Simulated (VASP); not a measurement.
Band structure of Bi (a7). Computed with optB88-vdW, VASP's PBE PAW potentials (set 64) (plane waves; VASP).

Unless said otherwise, spin-orbit coupling is left out, though it shifts the bands of the heavy elements here.

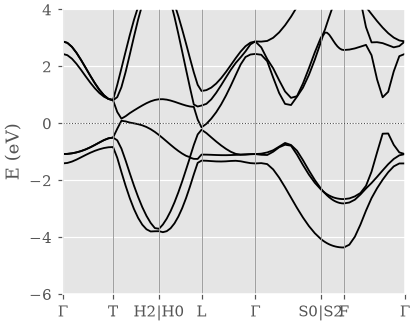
Figure: Bands along high-symmetry lines, zero at the valence-band maximum or, without a gap, the Fermi level

Problem. Read the plot: is there a gap, and where are the band edges?

Solution. It has no gap at this level: it comes out as a metal or semimetal. (Edges off the drawn lines would not show.)

The compound is Bi in the a7 structure. It was relaxed first.
